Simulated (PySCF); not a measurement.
```yaml
atoms:
  - { symbol: Cl, position_ang: [3.2451, -0.2465, 0.2927] }
  - { symbol: C, position_ang: [1.5946, 0.1811, 0.8497] }
  - { symbol: Si, position_ang: [0.2597, -0.2488, -0.3795] }
  - { symbol: C, position_ang: [-0.7560, -1.7228, 0.2946] }
  - { symbol: C, position_ang: [-2.1075, -1.2456, 0.7252] }
  - { symbol: C, position_ang: [-2.3178, 0.0573, 0.5113] }
  - { symbol: C, position_ang: [-1.3493, 0.8240, -0.2921] }
  - { symbol: H, position_ang: [1.3818, -0.3657, 1.7826] }
  - { symbol: H, position_ang: [1.6231, 1.2909, 1.1062] }
  - { symbol: H, position_ang: [0.8227, -0.2676, -1.8130] }
  - { symbol: H, position_ang: [-0.2078, -2.1468, 1.1021] }
  - { symbol: H, position_ang: [-0.7671, -2.5273, -0.3765] }
  - { symbol: H, position_ang: [-2.7493, -1.9491, 1.3210] }
  - { symbol: H, position_ang: [-3.1530, 0.4378, 0.9718] }
  - { symbol: H, position_ang: [-1.3311, 1.8059, 0.2898] }
  - { symbol: H, position_ang: [-1.8783, 0.8930, -1.3185] }
```

Geometry: GFN2-xTB, MD frame at 250 fs, 400 K.

Theory: PBE0/pcSseg-1, SCF density, gas phase, non-relativistic (PySCF 2.14.0).

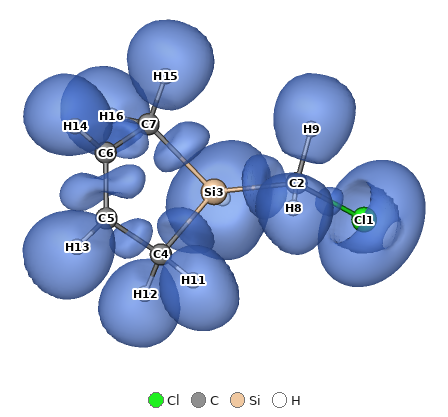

C5H9ClSi (SMILES ClC[SiH]1CC=CC1). Isosurface of the electron localisation function at 0.8 (blue), seen at a tilt. Core shells and regions of very low density are left out.

Where are the electrons localised?

The ELF exceeds this value in three regions between bonded C–C atoms (shared pairs), one region between bonded C–Cl atoms (shared pairs), three regions between bonded C–Si atoms (shared pairs), nine regions around hydrogen nuclei and one ring or bowl of non-bonding electrons around Cl. Profiles from the grid: C–C (1.34 Å): the ELF peaks at about 0.95 between the atoms; a short, multiple covalent bond. C–Cl (1.79 Å): the ELF peaks at about 0.90 between the atoms (a shared electron pair).
